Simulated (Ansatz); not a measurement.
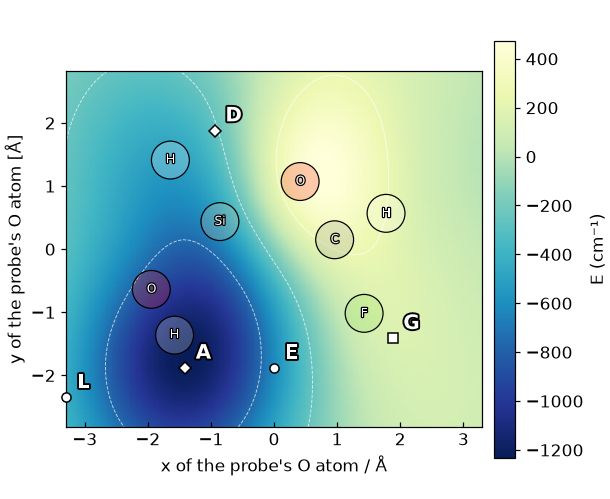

CH₃FO₂Si (SMILES O[SiH]1OC1F) with the probe H2O. The probe is moved over a plane parallel to the molecule's main plane, 3.45 Å above it. Coordinates scanned: (1) x of the probe's O atom; (2) y of the probe's O atom. Nothing is relaxed (molecule and probe rigid, the probe upright with O nearest the plane). The scan uses a 15 × 13 grid. Points are written as (first, second). Energies are in cm⁻¹, from molecule and probe far apart, each relaxed in its own basis (no counterpoise correction). The calculation used Ansatz 0.2.0, RKS PBE-D4/def2-SVPD.

In the figure: a smooth colour map with a few white contour lines, labelled circles for the molecule's atoms, projected on the plane, lettered points. Between grid points the surface is interpolated.

Question: What kind of point is each of A, D, E: minimum, saddle, maximum or slope?

Answer: A: minimum; D: on a slope; E: on a slope. (In these two coordinates alone; a stationary point may lie a little off the grid point.)

Question: Rank the lettered points by energy, lowest first.

Answer: A (−1224 cm⁻¹), E (−614 cm⁻¹), L (−423 cm⁻¹), D (−273 cm⁻¹), G (158 cm⁻¹).
